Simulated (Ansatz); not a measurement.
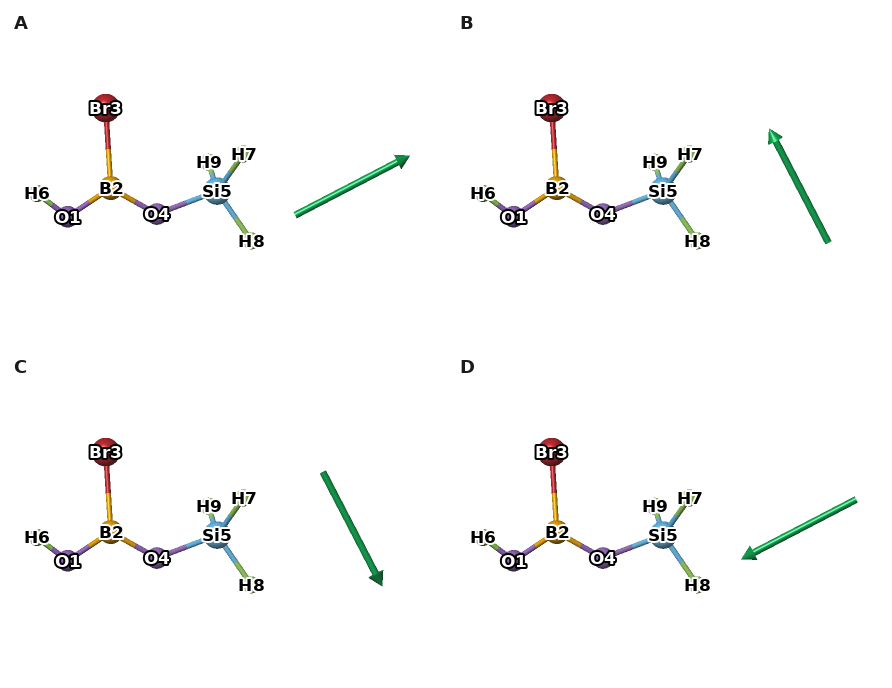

The same molecule four times, each with an arrow. The geometry was computed by an optimisation with PBE-D4/def2-SVP. No frequency run is at hand to confirm it as a minimum. Method: RKS PBE-D4/def2-SVP (Ansatz 0.2.0).

Question: Which arrow points along the dipole moment, from the negative to the positive end?

Answer: B. The dipole moment is 0.43 D; it points from the side of H8 to the side of Br3 (the outermost atoms at the two ends).
